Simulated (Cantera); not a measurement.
A closed system holds: 1 mol B, a varied amount of O2, 1.2 mol N2, 0.48 mol H2O, held at 1125 K and 10.0 mbar.

Equilibrium computed with Cantera from the NASA thermochemical tables; the gas is ideal and each condensed phase is pure. Candidate condensed phases: B, BN, B2O3, B3O3H3, H2O; 39 gas species. Gases not in the tables: H3BO3. Equilibrium is a limit: real reactors are often held back by kinetics, nucleation or transport.

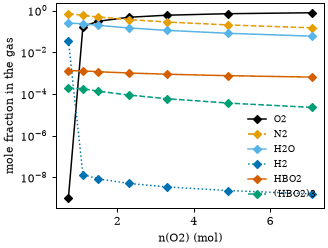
*Equilibrium gas composition (values under 1e-9 drawn at 1e-9)*

Read off the mole fractions at 1.5 mol O2.

N2 about 0.49, O2 about 0.31, H2O about 0.20, HBO2 about 0.0012, (HBO2)3 about 0.00014.
